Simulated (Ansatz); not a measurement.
# BN (Qingsongite): a point defect seen from the nuclei (Mn on a B site), part 2 of 2

How do the nuclei near a point defect see it? The defect is Mn on a B site in BN (Qingsongite) (cell charge +1), first unrelaxed. The cell is a supercell built from an entry of the Crystallography Open Database (COD). Planned: a single point, then a relaxation.

Ansatz 0.2.0; DFT, PBE, plane-wave PAW, default files, scalar-relativistic.

## (3) Ions relaxed

Input file input.yaml:

```yaml
crystal:
  lattice:
    - [0.0, 5.4225, 5.4225]
    - [5.4225, 0.0, 5.4225]
    - [5.4225, 5.4225, 0.0]
  atoms:
    - { symbol: Mn, position: [0.0, 0.0, 0.0], spin: 3.0 }
    - { symbol: B, position: [0.0, 0.0, 0.3333333333] }
    - { symbol: B, position: [0.0, 0.0, 0.6666666667] }
    - { symbol: B, position: [0.0, 0.3333333333, 0.0] }
    - { symbol: B, position: [0.0, 0.3333333333, 0.3333333333] }
    - { symbol: B, position: [0.0, 0.3333333333, 0.6666666667] }
    - { symbol: B, position: [0.0, 0.6666666667, 0.0] }
    - { symbol: B, position: [0.0, 0.6666666667, 0.3333333333] }
    - { symbol: B, position: [0.0, 0.6666666667, 0.6666666667] }
    - { symbol: B, position: [0.3333333333, 0.0, 0.0] }
    - { symbol: B, position: [0.3333333333, 0.0, 0.3333333333] }
    - { symbol: B, position: [0.3333333333, 0.0, 0.6666666667] }
    - { symbol: B, position: [0.3333333333, 0.3333333333, 0.0] }
    - { symbol: B, position: [0.3333333333, 0.3333333333, 0.3333333333] }
    - { symbol: B, position: [0.3333333333, 0.3333333333, 0.6666666667] }
    - { symbol: B, position: [0.3333333333, 0.6666666667, 0.0] }
    - { symbol: B, position: [0.3333333333, 0.6666666667, 0.3333333333] }
    - { symbol: B, position: [0.3333333333, 0.6666666667, 0.6666666667] }
    - { symbol: B, position: [0.6666666667, 0.0, 0.0] }
    - { symbol: B, position: [0.6666666667, 0.0, 0.3333333333] }
    - { symbol: B, position: [0.6666666667, 0.0, 0.6666666667] }
    - { symbol: B, position: [0.6666666667, 0.3333333333, 0.0] }
    - { symbol: B, position: [0.6666666667, 0.3333333333, 0.3333333333] }
    - { symbol: B, position: [0.6666666667, 0.3333333333, 0.6666666667] }
    - { symbol: B, position: [0.6666666667, 0.6666666667, 0.0] }
    - { symbol: B, position: [0.6666666667, 0.6666666667, 0.3333333333] }
    - { symbol: B, position: [0.6666666667, 0.6666666667, 0.6666666667] }
    - { symbol: "N", position: [0.0833333333, 0.0833333333, 0.0833333333] }
    - { symbol: "N", position: [0.0833333333, 0.0833333333, 0.4166666667] }
    - { symbol: "N", position: [0.0833333333, 0.0833333333, 0.75] }
    - { symbol: "N", position: [0.0833333333, 0.4166666667, 0.0833333333] }
    - { symbol: "N", position: [0.0833333333, 0.4166666667, 0.4166666667] }
    - { symbol: "N", position: [0.0833333333, 0.4166666667, 0.75] }
    - { symbol: "N", position: [0.0833333333, 0.75, 0.0833333333] }
    - { symbol: "N", position: [0.0833333333, 0.75, 0.4166666667] }
    - { symbol: "N", position: [0.0833333333, 0.75, 0.75] }
    - { symbol: "N", position: [0.4166666667, 0.0833333333, 0.0833333333] }
    - { symbol: "N", position: [0.4166666667, 0.0833333333, 0.4166666667] }
    - { symbol: "N", position: [0.4166666667, 0.0833333333, 0.75] }
    - { symbol: "N", position: [0.4166666667, 0.4166666667, 0.0833333333] }
    - { symbol: "N", position: [0.4166666667, 0.4166666667, 0.4166666667] }
    - { symbol: "N", position: [0.4166666667, 0.4166666667, 0.75] }
    - { symbol: "N", position: [0.4166666667, 0.75, 0.0833333333] }
    - { symbol: "N", position: [0.4166666667, 0.75, 0.4166666667] }
    - { symbol: "N", position: [0.4166666667, 0.75, 0.75] }
    - { symbol: "N", position: [0.75, 0.0833333333, 0.0833333333] }
    - { symbol: "N", position: [0.75, 0.0833333333, 0.4166666667] }
    - { symbol: "N", position: [0.75, 0.0833333333, 0.75] }
    - { symbol: "N", position: [0.75, 0.4166666667, 0.0833333333] }
    - { symbol: "N", position: [0.75, 0.4166666667, 0.4166666667] }
    - { symbol: "N", position: [0.75, 0.4166666667, 0.75] }
    - { symbol: "N", position: [0.75, 0.75, 0.0833333333] }
    - { symbol: "N", position: [0.75, 0.75, 0.4166666667] }
    - { symbol: "N", position: [0.75, 0.75, 0.75] }
magnetization:
  spin_polarized: true
total_charge: 1
kpoints:
  mp_grid: { grid: [3, 3, 3] }
scf:
  occupations: { method: fermi_dirac, width: 0.01 }
hamiltonian:
  xc: pbe
  pseudopotentials: { kind: paw }
output:
  forces: true
  stress: true
  populations: true
  efg:
    quadrupole_moments_barn: { Mn: 0.33, B: 0.04059, "N": 0.02044 }
    contact_densities: true
relax:
  f_tol: 0.03
  max_steps: 40
```

Launch:

```console
$ ansatz run input.yaml --threads 1 --pin off --max-ram 3072MiB --backend cpu --events-out ev --progress --plain --runs-dir out
```

The program printed:

```text
[... 1 line left out ...]
Warning: RAYON_NUM_THREADS=1 ignored (pool sized by the plan → 1); use --threads N
Engine: ansatz 0.2.0, aarch64-unknown-linux-gnu
Pseudopotentials: kind: paw
Pseudopotential: Mn, paw, valence charge 15, recommended cutoff 420 eV (normal), Mn.paw.azcp
Pseudopotential: B, paw, valence charge 3, recommended cutoff 420 eV (normal), B.paw.azcp
Pseudopotential: N, paw, valence charge 5, recommended cutoff 420 eV (normal), N.paw.azcp
Functional definition: PBE
  parameter kappa = 0.804
  parameter beta = 0.06672455060314922
  exchange = pbe_x(kappa = kappa, mu = beta*pi^2/3)
  correlation = pbe_c(beta = beta)
Crystal: 54 atoms, lattice volume = 318.881 Å³
Basis set: ecut = 420 eV, 6231 PW (Γ), exchange–correlation on 108×108×108 points (8 copies of the dense FFT grid, shifted against one another)
Bands: 169, of which v1, the nominal top of the filled ones, is band 114 counted from 1 (113 counted from 0)
Symmetry: 24 space group operations
Space group: F-43m (ITA 216), of the structure as read, at distance tolerance 6.8e-5 Å
Magnetic group: BNS 216.74 (UNI 1576), of the structure as read, at distance tolerance 6.8e-5 Å
k-points: 4 of 27 (time reversal used)
Non-local potential: Mn, projectors of the file, l = 0: 3, l = 1: 2, l = 2: 3, l = 3: 1
Non-local potential: B, projectors of the file, l = 0: 2, l = 1: 2, l = 2: 1
Non-local potential: N, projectors of the file, l = 0: 2, l = 1: 2, l = 2: 1
PAW form: soft (Blöchl's): semilocal exchange-correlation on the pseudo side does not see the compensation charge
PAW one-centre angular grid: Mn, 590 points (default); XC on 64 Gauss nodes
PAW one-centre angular grid: B, 110 points (default); XC on 64 Gauss nodes
PAW one-centre angular grid: N, 110 points (default); XC on 64 Gauss nodes
Initial density: superposition of atomic densities (chi_scale 0.1, normalization cell, long waves kept (reshape's long-wave potential 0.28 eV rms))
Starting moments: Σ|m| = 3 μB on 1 of 54 sites
Initial wavefunctions: pseudopotential atomic-orbital guess
Functional: x = pbe(κ = 0.804, μ = 0.2195149727645171), c = pbe(β = 0.06672455060314922)
SCF iter   1: F=—  HF=-18399.076909 eV  |F-HF|=—  |Δ(HF+E_count)|=         —  Δρ=7.82e-2 (↑7.82e-2 ↓7.79e-2)  dr2=6.86e1  dr2_m=2.07e-1  M=3.000 μB ∫|m|=3.130 μB  β_m=0.30  ethr=3.10e-3  ⟨swp⟩=5.9  Hψ=5473  notcnv=0  defer=257
Mixer restart at iter 1: flushing history
preconditioner: auto → Resta (q_TF=auto, 2.578 Å⁻¹)  ε∞=4.0  [insulator: Δε(μ)=0.043 eV  Ē_g=17.727 eV  σ=0.010 eV  W_gap=0.77  n_scr=88 (ndim 8)  ℏωp=30.8 eV  f_vac=0.000  D(μ)=9.67/eV (n_scr^D=64)  ε∞_Penn≈4.0]
spin=Collinear: Resta preconditioning applied to the charge; magnetization (m = ρ↑ − ρ↓) channel mixes plain (no charge-response kernel on spin).
SCF iter   2: F=—  HF=-18387.864649 eV  |F-HF|=—  |Δ(HF+E_count)|=    1.12e1  Δρ=4.88e-2 (↑4.72e-2 ↓4.88e-2)  dr2=2.56e1  dr2_m=1.05e-1  M=2.934 μB ∫|m|=3.055 μB  β_m=0.51  ethr=3.10e-3  ⟨swp⟩=3.0  Hψ=2543  notcnv=0  defer=391
SCF iter   3: F=—  HF=-18385.570122 eV  |F-HF|=—  |Δ(HF+E_count)|=    2.29e0  Δρ=2.20e-2 (↑2.05e-2 ↓2.20e-2)  dr2=1.98e0  dr2_m=6.87e-1  M=2.054 μB ∫|m|=2.318 μB  β_m=0.76  ethr=3.10e-3  ⟨swp⟩=3.1  Hψ=2496  notcnv=0  defer=390
SCF iter   4: F=—  HF=-18386.801866 eV  |F-HF|=—  |Δ(HF+E_count)|=    1.23e0  Δρ=1.76e-2 (↑8.39e-3 ↓1.76e-2)  dr2=4.09e-1  dr2_m=4.62e-1  M=1.000 μB ∫|m|=1.388 μB  β_m=0.88  ethr=8.74e-4  ⟨swp⟩=2.8  Hψ=2001  notcnv=0  defer=387
SCF iter   5: F=—  HF=-18387.374666 eV  |F-HF|=—  |Δ(HF+E_count)|=   5.73e-1  Δρ=1.51e-2 (↑1.51e-2 ↓7.39e-3)  dr2=1.26e0  dr2_m=4.58e-2  M=1.000 μB ∫|m|=1.145 μB  β_m=0.74  ethr=1.80e-4  ⟨swp⟩=4.4  Hψ=2590  notcnv=0  defer=390
SCF iter   6: F=—  HF=-18387.096259 eV  |F-HF|=—  |Δ(HF+E_count)|=   2.78e-1  Δρ=3.26e-3 (↑1.86e-3 ↓3.26e-3)  dr2=1.87e-2  dr2_m=1.50e-2  M=1.000 μB ∫|m|=1.078 μB  β_m=0.76  ethr=1.80e-4  ⟨swp⟩=3.0  Hψ=2551  notcnv=0  defer=390
[... 115 lines left out ...]
  atom  37  N  V_zz =    -0.361971   η = 0.9228   by run symmetry: allowed   C_q = -0.1789 MHz
            electrostatic potential = -518.421179 V   contact ρ = 1411.307850 e/Å³   contact ρ_s (e/Å³): all electrons -0.001255, valence -0.000549
  atom  38  N  V_zz =    -0.361971   η = 0.9228   by run symmetry: allowed   C_q = -0.1789 MHz
            electrostatic potential = -518.421179 V   contact ρ = 1411.307850 e/Å³   contact ρ_s (e/Å³): all electrons -0.001255, valence -0.000549
  atom  39  N  V_zz =    +0.392196   η = 0.2486   by run symmetry: allowed   C_q = +0.1938 MHz
            electrostatic potential = -518.373302 V   contact ρ = 1411.231938 e/Å³   contact ρ_s (e/Å³): all electrons -0.001988, valence -0.002501
  atom  40  N  V_zz =    -0.361971   η = 0.9228   by run symmetry: allowed   C_q = -0.1789 MHz
            electrostatic potential = -518.421179 V   contact ρ = 1411.307850 e/Å³   contact ρ_s (e/Å³): all electrons -0.001255, valence -0.000549
  atom  41  N  V_zz =    +0.050438   η = 0.0000   by run symmetry: allowed   C_q = +0.0249 MHz
            electrostatic potential = -518.498503 V   contact ρ = 1411.148984 e/Å³   contact ρ_s (e/Å³): all electrons -0.000752, valence -0.000960
  atom  42  N  V_zz =    +0.050438   η = 0.0000   by run symmetry: allowed   C_q = +0.0249 MHz
            electrostatic potential = -518.498503 V   contact ρ = 1411.148984 e/Å³   contact ρ_s (e/Å³): all electrons -0.000752, valence -0.000960
  atom  43  N  V_zz =    +0.392196   η = 0.2486   by run symmetry: allowed   C_q = +0.1938 MHz
            electrostatic potential = -518.373302 V   contact ρ = 1411.231938 e/Å³   contact ρ_s (e/Å³): all electrons -0.001988, valence -0.002501
  atom  44  N  V_zz =    +0.050438   η = 0.0000   by run symmetry: allowed   C_q = +0.0249 MHz
            electrostatic potential = -518.498503 V   contact ρ = 1411.148984 e/Å³   contact ρ_s (e/Å³): all electrons -0.000752, valence -0.000960
  atom  45  N  V_zz =    +0.392196   η = 0.2486   by run symmetry: allowed   C_q = +0.1938 MHz
            electrostatic potential = -518.373302 V   contact ρ = 1411.231938 e/Å³   contact ρ_s (e/Å³): all electrons -0.001988, valence -0.002501
  atom  46  N  V_zz =    -0.360970   η = 0.0000   by run symmetry: allowed   C_q = -0.1784 MHz
            electrostatic potential = -518.220202 V   contact ρ = 1412.693341 e/Å³   contact ρ_s (e/Å³): all electrons -0.057697, valence -0.064514
  atom  47  N  V_zz =    +0.392196   η = 0.2486   by run symmetry: allowed   C_q = +0.1938 MHz
            electrostatic potential = -518.373302 V   contact ρ = 1411.231938 e/Å³   contact ρ_s (e/Å³): all electrons -0.001988, valence -0.002501
  atom  48  N  V_zz =    +0.392196   η = 0.2486   by run symmetry: allowed   C_q = +0.1938 MHz
            electrostatic potential = -518.373302 V   contact ρ = 1411.231938 e/Å³   contact ρ_s (e/Å³): all electrons -0.001988, valence -0.002501
  atom  49  N  V_zz =    +0.392196   η = 0.2486   by run symmetry: allowed   C_q = +0.1938 MHz
            electrostatic potential = -518.373302 V   contact ρ = 1411.231938 e/Å³   contact ρ_s (e/Å³): all electrons -0.001988, valence -0.002501
  atom  50  N  V_zz =    +0.050438   η = 0.0000   by run symmetry: allowed   C_q = +0.0249 MHz
            electrostatic potential = -518.498503 V   contact ρ = 1411.148984 e/Å³   contact ρ_s (e/Å³): all electrons -0.000752, valence -0.000960
  atom  51  N  V_zz =    +0.392196   η = 0.2486   by run symmetry: allowed   C_q = +0.1938 MHz
            electrostatic potential = -518.373302 V   contact ρ = 1411.231938 e/Å³   contact ρ_s (e/Å³): all electrons -0.001988, valence -0.002501
  atom  52  N  V_zz =    +0.392196   η = 0.2486   by run symmetry: allowed   C_q = +0.1938 MHz
            electrostatic potential = -518.373302 V   contact ρ = 1411.231938 e/Å³   contact ρ_s (e/Å³): all electrons -0.001988, valence -0.002501
  atom  53  N  V_zz =    +0.392196   η = 0.2486   by run symmetry: allowed   C_q = +0.1938 MHz
            electrostatic potential = -518.373302 V   contact ρ = 1411.231938 e/Å³   contact ρ_s (e/Å³): all electrons -0.001988, valence -0.002501
  atom  54  N  V_zz =    +0.000000   η = 0.0000   by run symmetry: forbidden   C_q = +0.0000 MHz
            electrostatic potential = -518.472730 V   contact ρ = 1411.181640 e/Å³   contact ρ_s (e/Å³): all electrons -0.000899, valence -0.001008
--- Band table (eV; the first three rows and the last of 8) ---
[... 4 lines left out ...]
--- Relaxed structure (5 steps of the walk, 5 accepted, 0 SCFs on fresh bases) ---
  F+E_penalty+E_count = -18390.77228794 eV   max|allowed force component| = 2.868e-2 eV/Å
  atoms:
[... 54 lines left out ...]
--- Löwdin populations: 54 sites ---
  site symbol       q [e]    m [muB]
[... 54 lines left out ...]
  spilling = 0.003479 (of n_electrons = 227.000000)
```

It took 5.9 min on 1 thread of Arm Neoverse V1, shared host; peak memory 1.2 GiB.

The steps of the relaxation:

| step | energy change (eV) | largest force component (eV/Å) |
| --- | --- | --- |
| 1 | 0.0000 | 6.085 |
| 2 | -2.9169 | 2.566 |
| 3 | -3.6416 | 0.234 |
| 4 | -3.6612 | 0.029 |
| 5 | -3.6612 | 0.029 |

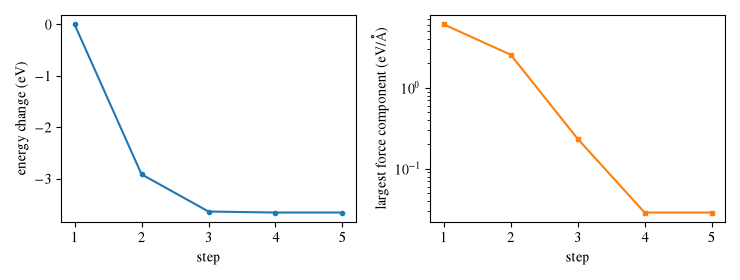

Energy and largest force component along the relaxation.

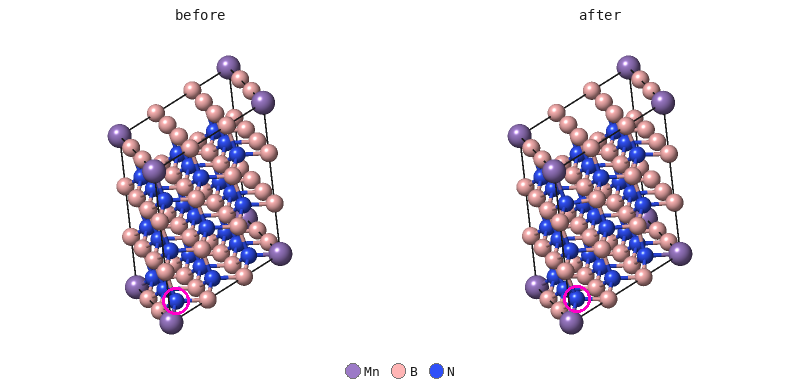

Before and after; atom 28 (N), which moved most, is ringed, with its images.

Atom 28 and its like (N) moved farthest, 0.176 Å; the mean move was 0.023 Å.

State: no gap over 0.1 eV on the mesh, largest force 0.030 eV/Å, pressure 15.7 GPa, net moment 1.00 μB.

Beside the values of step 2 (V_zz in 10²¹ V/m²):

| site | atoms | V_zz, PBE | V_zz, PBE relaxed | η, PBE | η, PBE relaxed | m, PBE (μB) | m, PBE relaxed (μB) |
| --- | --- | --- | --- | --- | --- | --- | --- |
| Mn | 1 | 0.00 | 0.00 | – | – | 0.61 | 0.77 |
| N28 | 28, 30, 34, … | -1.09 | -0.36 | 0.00 | 0.00 | 0.00 | 0.00 |
| B2 | 2, 3, 4, … | 0.33 | 0.29 | 0.07 | 0.83 | 0.01 | 0.00 |
| N33 | 33, 35, 36, … | -0.31 | 0.39 | 0.44 | 0.25 | 0.00 | 0.00 |
| B15 | 15, 17, 18, … | -0.060 | -0.048 | 0.82 | 0.60 | 0.00 | 0.00 |
| N29 | 29, 31, 32, … | 0.72 | -0.36 | 0.40 | 0.92 | 0.00 | 0.00 |
| B5 | 5, 11, 13, … | -0.064 | -0.11 | 0.00 | 0.00 | 0.00 | 0.00 |
| B9 | 9, 21, 25, … | -0.063 | -0.059 | 0.00 | 0.00 | 0.00 | 0.00 |
| N41 | 41, 42, 44, … | -0.021 | 0.050 | 0.00 | 0.00 | 0.00 | 0.00 |
| N54 | 54 | 0.00 | 0.00 | – | – | 0.00 | 0.00 |

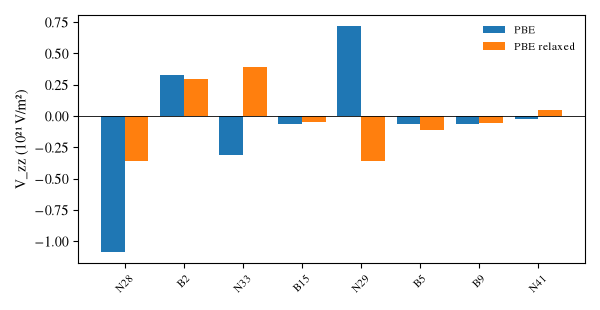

V_zz by site: PBE and PBE relaxed.

Site by site (atoms counted from 1):

```csv
site,atoms,distance from the defect (Å),V_zz (10²¹ V/m²),η,C_Q (MHz),m (μB),A_iso (MHz)
Mn,1,0.00,0.00,–,0 (⁵⁵Mn),0.77,-90.3 (⁵⁵Mn)
N28,"28, 30, 34, 46",1.74,-0.36,0.00,-0.178 (¹⁴N),0.00,-2.8 (¹⁴N)
B2,"2, 3, 4, 6, …",2.60,0.29,0.83,0.288 (¹¹B),0.00,5.9 (¹¹B)
N33,"33, 35, 36, 39, …",3.00,0.39,0.25,0.194 (¹⁴N),0.00,-0.1 (¹⁴N)
B15,"15, 17, 18, 23, …",3.62,-0.048,0.60,-0.047 (¹¹B),0.00,0.1 (¹¹B)
N29,"29, 31, 32, 37, …",3.94,-0.36,0.92,-0.179 (¹⁴N),0.00,-0.1 (¹⁴N)
B9,"9, 21, 25, 27",4.43,-0.059,0.00,-0.058 (¹¹B),0.00,0.1 (¹¹B)
B5,"5, 11, 13, 14",4.43,-0.11,0.00,-0.111 (¹¹B),0.00,0.2 (¹¹B)
N41,"41, 42, 44, 50",4.70,0.050,0.00,0.025 (¹⁴N),0.00,0.0 (¹⁴N)
N54,54,4.70,0.00,–,0 (¹⁴N),0.00,0.0 (¹⁴N)
```

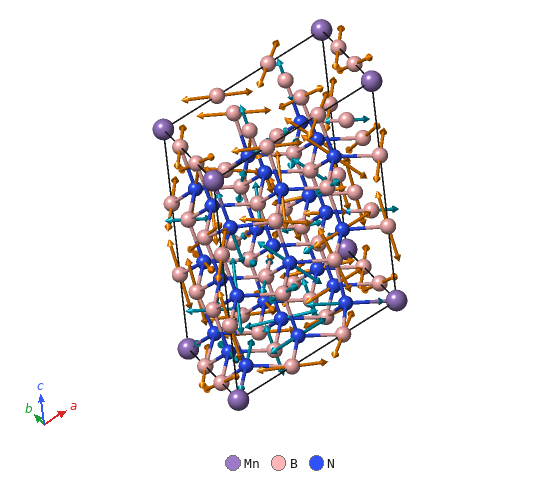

Double arrows mark the V_zz axes (orange positive, teal negative); their length grows with the root of |V_zz|.

The sizes of the gradients above 0.15 moved by 38 % in the median, 67 % at the site that moves most (small gradients counted from 0.15; N28, -1.09 to -0.36), with a change of sign at N33, N29.

## (4) Outcome

This closing draws on all 2 parts.

| quantity | value |
| --- | --- |
| state (step 3) | no gap over 0.1 eV on the mesh, largest force 0.030 eV/Å, pressure 15.7 GPa, net moment 1.00 μB |
| V_zz by site, step 3 (10²¹ V/m²) | Mn 0.00, N28 -0.36, B2 0.29, N33 0.39, B15 -0.048, N29 -0.36, B9 -0.059, B5 -0.11, … |
| largest C_Q in size, step 3 | 0.288 MHz, ¹¹B at B2 |
| step 3 (ions relaxed) against step 2 | 38 % in the median, 67 % at the site that moves most (small gradients counted from 0.15; N28, -1.09 to -0.36), with a change of sign at N33, N29 |

What this shows: The largest gradient sits at N33 (4 B at 1.56–1.57 Å; also 11 B at 2.96–3.02 Å, 1 Mn at 3.00 Å). The cell carries 1 unpaired electron. The relaxation kept the symmetry F-43m, so a distorted place of lower energy may have been missed. With states at the Fermi level, this mesh doesn't settle the gradients near the defect. Relaxing moved atoms by up to 0.18 Å and single gradients by up to 67 % in size (gradients over 0.15 counted), so at some sites the starting positions were a poor guide. The defect repeats with the cell of 54 atoms, so it feels its images: sites between two images don't show the values beside a lone defect, and zeros or small values of η there can come from the images' arrangement. The relaxation keeps the site symmetry -43m of the start, so the impurity can't leave its site; a distortion that would localise the carrier isn't explored. A uniform background compensates the cell's charge. The defect cell has no gap above 0.1 eV on its mesh, so the values hang on the smearing and the k-mesh. The cell keeps the host's lattice, where the PBE pressure is 16 GPa (in a charged cell this depends on the convention for the mean potential).
